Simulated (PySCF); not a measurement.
# C3H9FSi, SMILES `C[Si](C)(C)F`: electronic structure

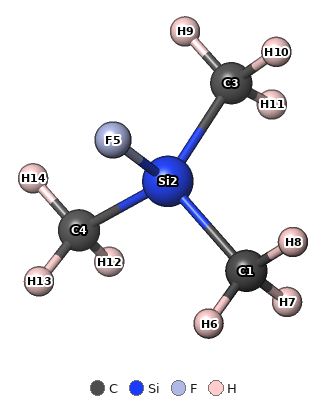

The molecule, with its atoms numbered as below. No frequency check shows the geometry to be a minimum.

Coordinates in Å:

```
C1      -0.9116    1.5792   -0.5146
Si2      0.0005    0.0001    0.0100
C3      -0.9157   -1.5771   -0.5136
C4       1.8217   -0.0017   -0.5225
F5       0.0067    0.0003    1.6409
H6      -0.4084    2.4650   -0.1351
H7      -0.9841    1.6627   -1.5943
H8      -1.9262    1.5915   -0.1301
H9      -0.4004   -2.4651   -0.1592
H10     -1.9214   -1.5987   -0.1037
H11     -0.9993   -1.6548   -1.5929
H12      1.9256    0.0284   -1.6024
H13      2.3476    0.8581   -0.1177
H14      2.3324   -0.8925   -0.1681
```

## 1. Bonding charge

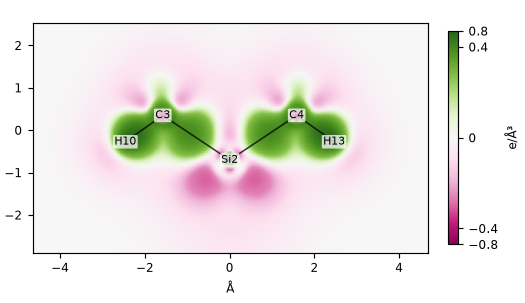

Deformation density (molecule less spherical, spin-averaged free atoms) in the plane of Si2, C3, C4, H10 and H13; colour scale in e/Å³, logarithmic beyond ±0.1; green: gain, pink: loss.

Method: PBE/def2-TZVP; geometry: GFN2-xTB; program: PySCF.

**How much density has each bond in this plane gained at its critical point, relative to the free atoms?**

C3–H10: +0.64 e/Å³ at the bond critical point (bond length 1.09 Å, Mayer order 0.9). C4–H13: +0.64 e/Å³ at the bond critical point (bond length 1.09 Å, Mayer order 0.9). Si2–C4 and Si2–C3: +0.20 e/Å³ at the bond critical point (bond length 1.90 Å, Mayer order 1.0). In all, 2.8 electrons gather in the regions of gain relative to the promolecule.

## 2. Bond critical points

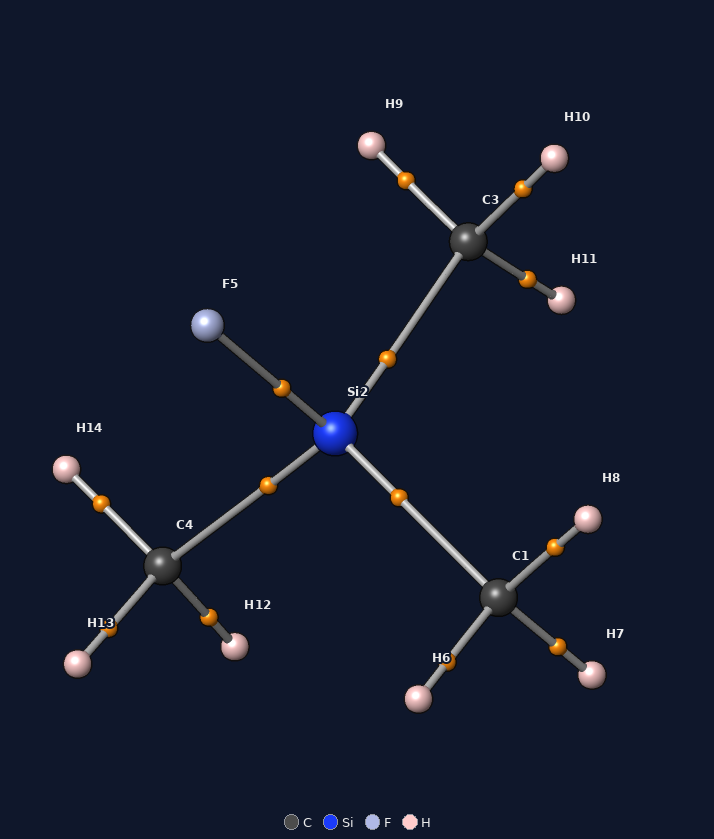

Molecular graph of the electron density (QTAIM): bond paths, bond critical points (orange), ring points (yellow, if any); weak paths are dashed.

**How many critical points of each kind are there, and does the count close?**

14 nuclei, 13 bond, 0 ring and 0 cage critical points: 14 − 13 + 0 − 0 = 1, as the Poincaré–Hopf relation requires.

**What does the calculation give at each kind of bond critical point?**

```csv
bond,length (Å),ρ (a.u.),∇²ρ (a.u.),ε,H (a.u.)
C1–H8,1.085,0.273,−0.90,0.02,−0.272
C3–H9 (2 alike),1.086,0.273,−0.89,0.02,−0.271
C3–H10,1.086,0.273,−0.89,0.02,−0.271
C4–H12 (2 alike),1.085,0.273,−0.89,0.02,−0.271
C4–H13,1.086,0.273,−0.89,0.02,−0.271
C1–H7,1.085,0.273,−0.89,0.02,−0.271
C1–H6,1.087,0.272,−0.89,0.02,−0.270
Si2–F5,1.631,0.129,+0.84,0.00,−0.040
Si2–C4 (3 alike),1.897,0.119,+0.12,0.03,−0.074
```

**What kind of interaction is Si2–F5?**

Polar or intermediate (positive Laplacian, negative energy density H): ρ = 0.129, ∇²ρ = +0.84, H = −0.040 a.u.

## 3. Local ionisation energy

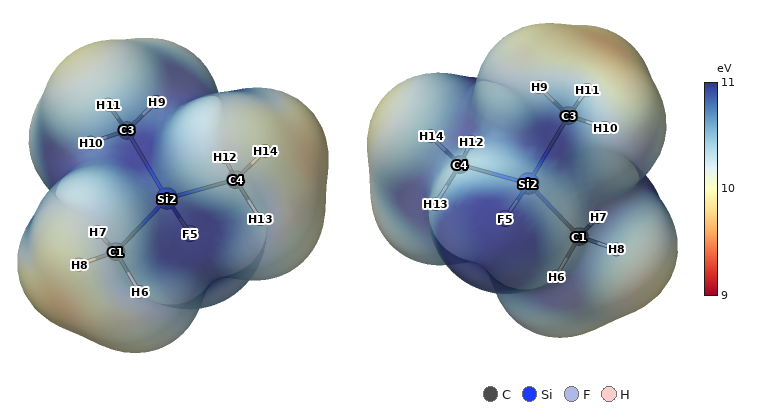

Average local ionisation energy on the surface of electron density 0.001 a.u. (back view left, front view right).

**Locate the minima of the map.**

The lowest value is 9.7 eV, near H8 (1.81 Å), H6 (1.85 Å), C1 (1.99 Å) and H7 (2.03 Å), and at like points elsewhere. Further minima include 10.3 eV, 1.8 Å from F5, and at like points elsewhere. For comparison, the highest occupied orbital lies at −7.2 eV.

**What volume does the surface enclose, and what is the dipole moment?**

About 135 Å³; the dipole moment is 1.8 D.

## 4. In an electric field

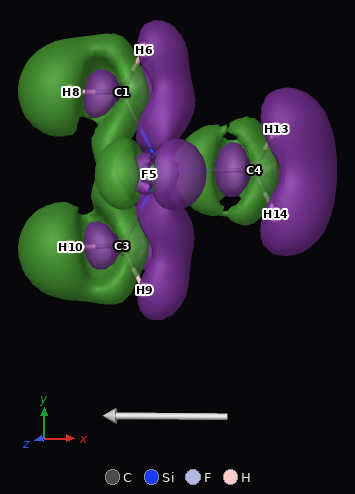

Change of the electron density in a uniform field of 0.21 V/Å along −x (arrow), surfaces at ±0.001 e/Å³ (purple: gain, green: loss).

Level of theory: PBE/def2-TZVP (PySCF), at a geometry from GFN2-xTB. A basis without diffuse functions makes polarisabilities too small.

The field was applied in both directions; the picture shows the one opposite to the script's first.

**How large is the response?**

The induced dipole is 0.68 D (along the field); α along this axis, from the fields in both directions, is 67 bohr³ (9.9 Å³).

The PySCF runs shown took 42 s and 94 s on 1 thread of Arm Neoverse V2, on a shared host.
